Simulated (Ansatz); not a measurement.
**SiH3O (SMILES [O][SiH3]) at 6 levels**

Aim: a comparison of 6 runs (UHF/STO-3G, U-revPBE/STO-3G, UB3LYP/STO-3G, UCAM-B3LYP/STO-3G, UHSE06/STO-3G, UCCSD(T)/STO-3G) of SiH3O. 

Program for the calculation: Ansatz 0.2.0.

65 further runs of the same task are left out: 16 that didn't finish, 49 set aside as unsound or not needed.

## Step 1: The molecule

SiH3O has 5 atoms, charge 0, and is taken as a doublet. SMILES: `[O][SiH3]`. The Si2–O1 distance was set to 3.060 Å, away from the relaxed value. At this shape a bond of the SMILES string is far longer than usual.

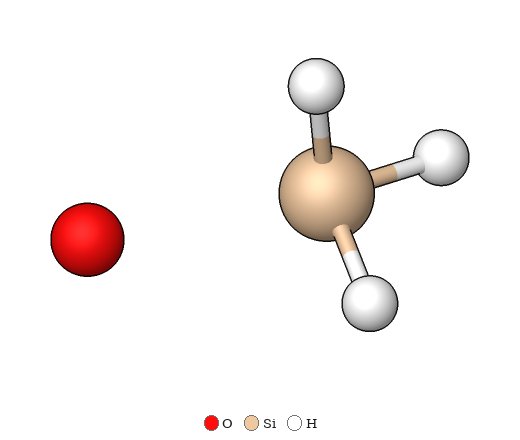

The structure, seen from a chosen angle (oxygen red, silicon light orange, hydrogen white).

## Step 2: The energy at UHF/STO-3G (run 1)

Contents of molecule.yaml:

```yaml
crystal:
  periodic: [false, false, false]
  atoms:
    - symbol: O
      position_ang: [-2.767369, 0.527860, 1.360550]
    - symbol: Si
      position_ang: [-0.065850, 0.007840, 0.019870]
    - symbol: H
      position_ang: [-0.120650, -0.242400, -1.447490]
    - symbol: H
      position_ang: [0.685890, -1.159260, 0.572930]
    - symbol: H
      position_ang: [0.917210, 1.125960, 0.164480]
basis:
  gaussian: {orbitals: STO-3G}
magnetization: {spin_polarized: true, initial_magnetization: 1}
hamiltonian: {xc: hf}
accuracy: high
```

Started as:

```sh
$ ansatz run molecule.yaml --threads 1 --pin off --max-ram 2610MiB --events-out events.jsonl --progress --plain --runs-dir runs
```

Output:

```text
Warning: RAYON_NUM_THREADS=1 ignored (pool sized by the plan → 1); use --threads N
Functional definition: HF
  name "HF"
  exchange = exact_x
  correlation = 0
270 factors; integrals over basis functions are off by at most 2.8e-8 eV
mean field evaluation 1: about -9814.2425 eV, gradient 1.1e1 eV
mean field evaluation 2: about -9814.2361 eV, gradient 1.1e1 eV
mean field evaluation 4: about -9820.3657 eV, gradient 5.5e0 eV
mean field evaluation 8: about -9820.0416 eV, gradient 6.0e-1 eV
mean field evaluation 16: about -9825.3418 eV, gradient 4.7e-5 eV
mean field evaluation 32: about -9825.3144 eV, gradient 9.8e-1 eV
mean field evaluation 64: about -9824.0680 eV, gradient 7.3e-5 eV
mean field evaluation 96: about -9825.3418 eV, gradient 1.6e-3 eV
mean field evaluation 128: about -9825.3418 eV, gradient 9.0e-4 eV
mean field evaluation 160: about -9825.3418 eV, gradient 7.5e-4 eV
mean field evaluation 192: about -9823.9288 eV, gradient 1.0e-1 eV
mean field evaluation 224: about -9817.2042 eV, gradient 3.2e0 eV
mean field evaluation 256: about -9820.0304 eV, gradient 1.5e-5 eV
mean field -9825.34181067 eV, -361.0746516863 hartree, gradient 2.7e-8 eV, S^2 1.731734; 8 other end points of the search recorded, 0 dependent functions left out
reference -9825.34181067 eV, -361.0746516863 hartree; 13, 12 occupied and 4, 5 virtual orbitals, 270 factors
Total energy: -9825.34181067 eV, -361.0746516863 hartree
```

Run time: 0.56 s. Hardware: 1 thread of Arm Neoverse V1, shared host.

## Step 3: The energy at U-revPBE/STO-3G (run 2)

Contents of molecule.yaml:

```yaml
crystal:
  periodic: [false, false, false]
  atoms:
    - {symbol: O, position_ang: [-2.767369, 0.527860, 1.360550]}
    - {symbol: Si, position_ang: [-0.065850, 0.007840, 0.019870]}
    - {symbol: H, position_ang: [-0.120650, -0.242400, -1.447490]}
    - {symbol: H, position_ang: [0.685890, -1.159260, 0.572930]}
    - {symbol: H, position_ang: [0.917210, 1.125960, 0.164480]}
basis:
  gaussian: {orbitals: STO-3G}
magnetization: {spin_polarized: true, initial_magnetization: 1}
hamiltonian: {xc: {name: revPBE}}
accuracy: high
```

Started as:

```sh
$ ansatz run molecule.yaml --threads 1 --pin off --max-ram 2610MiB --events-out events.jsonl --progress --plain --runs-dir runs
```

Output, shortened:

```text
Warning: RAYON_NUM_THREADS=1 ignored (pool sized by the plan → 1); use --threads N
Functional definition: revPBE
  name "revPBE"
[...]
270 factors; integrals over basis functions are off by at most 2.8e-8 eV
[...]
mean field -9845.35327324 eV, -361.8100593716 hartree, gradient 2.6e-8 eV, S^2 1.559519; 8 other end points of the search recorded, 0 dependent functions left out
reference -9845.35327530 eV, -361.8100594470 hartree; 13, 12 occupied and 4, 5 virtual orbitals, 270 factors
Total energy: -9845.35327530 eV, -361.8100594470 hartree
```

Wall time 35 s (1 thread of Arm Neoverse V1, shared host); peak memory 0.12 GiB.

## Step 4: The energy at UB3LYP/STO-3G (run 3)

molecule.yaml: that of step 3 with these lines changed.

```diff
@@ -11,3 +11,3 @@
 magnetization: {spin_polarized: true, initial_magnetization: 1}
-hamiltonian: {xc: {name: revPBE}}
+hamiltonian: {xc: {name: B3LYP}}
 accuracy: high
```

Started as:

```sh
$ ansatz run molecule.yaml --threads 1 --pin off --max-ram 2610MiB --events-out events.jsonl --progress --plain --runs-dir runs
```

Output, shortened:

```text
Warning: RAYON_NUM_THREADS=1 ignored (pool sized by the plan → 1); use --threads N
Functional definition: B3LYP
  name "B3LYP"
[...]
270 factors; integrals over basis functions are off by at most 2.8e-8 eV
[...]
mean field -9847.64299858 eV, -361.8942052256 hartree, gradient 5.6e-9 eV, S^2 1.639302; 6 other end points of the search recorded, 0 dependent functions left out
reference -9847.64302445 eV, -361.8942061764 hartree; 13, 12 occupied and 4, 5 virtual orbitals, 270 factors
Total energy: -9847.64302445 eV, -361.8942061764 hartree
```

Wall time 21 s (1 thread of Arm Neoverse V1, shared host); peak memory 0.12 GiB.

Runs 4 to 5 aren't shown in full; the table further down has their settings and results.

## Step 5: The energy at UCCSD(T)/STO-3G (run 6)

Contents of job.yaml:

```yaml
crystal:
  periodic: [false, false, false]
  atoms:
    - {symbol: O, position_ang: [-2.767369, 0.527860, 1.360550]}
    - {symbol: Si, position_ang: [-0.065850, 0.007840, 0.019870]}
    - {symbol: H, position_ang: [-0.120650, -0.242400, -1.447490]}
    - {symbol: H, position_ang: [0.685890, -1.159260, 0.572930]}
    - {symbol: H, position_ang: [0.917210, 1.125960, 0.164480]}
basis:
  gaussian:
    orbitals: STO-3G
scf:
  omitted_lower_state_checks: [cluster_reference, increment]
accuracy: high
correlation:
  method: ccsd_t
  frozen_orbitals: {H: 0, O: 1, Si: 5}
magnetization:
  spin_polarized: true
  initial_magnetization: 1
```

Started as:

```sh
$ ansatz run job.yaml --threads 1 --pin off --max-ram 2610MiB --events-out events.jsonl --progress --plain --runs-dir runs
```

Output:

```text
Warning: RAYON_NUM_THREADS=1 ignored (pool sized by the plan → 1); use --threads N
[... 20 lines left out ...]
6 core orbitals not correlated: weight in the atoms' cores, before any rotation towards them, 1.000 or more for the frozen orbitals, at most 0.000 for the correlated occupied ones
[... 82 lines left out ...]
Total energy: -9826.89156524 eV, -361.1316041164 hartree
Checks for a lower state left out: cluster_reference, increment
```

Run time: 1.1 s. Hardware: 1 thread of Arm Neoverse V1, shared host.

## Step 6: Overview of the runs

```
run              level  frozen core orbitals  energy (Eh)   ⟨S²⟩  wall time
  1         UHF/STO-3G                     –  -361.074652  1.732     0.56 s
  2    U-revPBE/STO-3G                     –  -361.810059  1.560       35 s
  3      UB3LYP/STO-3G                     –  -361.894206  1.639       21 s
  4  UCAM-B3LYP/STO-3G                     –  -361.832676  1.674       19 s
  5      UHSE06/STO-3G                     –  -361.692673  1.663       25 s
  6    UCCSD(T)/STO-3G                     6  -361.131604  1.732      1.1 s
```

## Step 7: Summary of results

```
                                          quantity          value
                               run 6: total energy  -361.13160 Eh
run 6: correlation energy (6 core orbitals frozen)      -57.0 mEh
                             run 6: (T) correction      -0.58 mEh
          run 6: ⟨S²⟩ of the reference determinant          1.732
                              run 6: T1 diagnostic          0.009
```

In words: Totals of different functionals can't be ranked against each other. In runs 1, 2, 3, 4, 5, 6 the basis is minimal, so the values are rough. Spin contamination of the reference: run 1 ⟨S²⟩ = 1.73, run 6 ⟨S²⟩ = 1.73, run 4 ⟨S²⟩ = 1.67, run 5 ⟨S²⟩ = 1.66, run 3 ⟨S²⟩ = 1.64, run 2 ⟨S²⟩ = 1.56. Where it is this large, the reference is a mixture of spin states, and values that rest on it are in doubt. All runs together took 1.7 min, the longest 35 s.
